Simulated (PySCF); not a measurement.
Si(All)(OH)(OMe)2, C₅H₁₂O₃Si, SMILES C=CC[Si](O)(OC)OC, GFN2-xTB optimised geometry. Atoms within 1.6 Å of the plane z = 0.0 Å (x, y, z in Å): C2 (2.37, 0.29, -1.25), C3 (1.83, -0.32, 0.00), Si4 (-0.07, -0.32, 0.00), O5 (-0.64, -1.17, -1.28), O6 (-0.77, -0.98, 1.31), O8 (-0.46, 1.25, 0.00), C9 (-1.72, 1.84, 0.17), H12 (2.28, 1.37, -1.30), H13 (2.19, -1.35, 0.09), H14 (2.20, 0.23, 0.86), H18 (-1.23, -2.92, 0.78), H19 (-2.37, 1.60, -0.68), H20 (-2.19, 1.48, 1.08), H21 (-1.57, 2.92, 0.23).

Computed with B3LYP/def2-SVP run with PySCF 2.14.0. Cells within 0.4 Å of a nucleus heavier than hydrogen are left out (blank, or x).

Map of the electrostatic potential (hartree/e), clipped to [-0.08, 0.12] on the plane z = 0.0 Å:

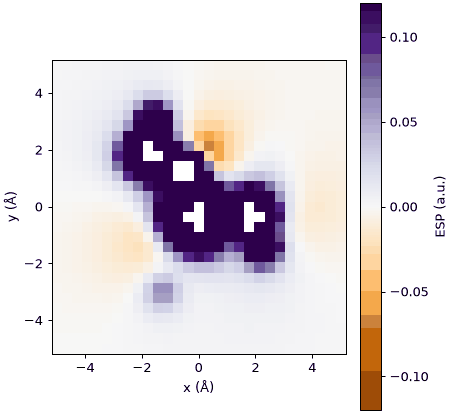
Figure. Electrostatic potential (hartree/e), clipped to [-0.08, 0.12] on the plane z = 0.0 Å.
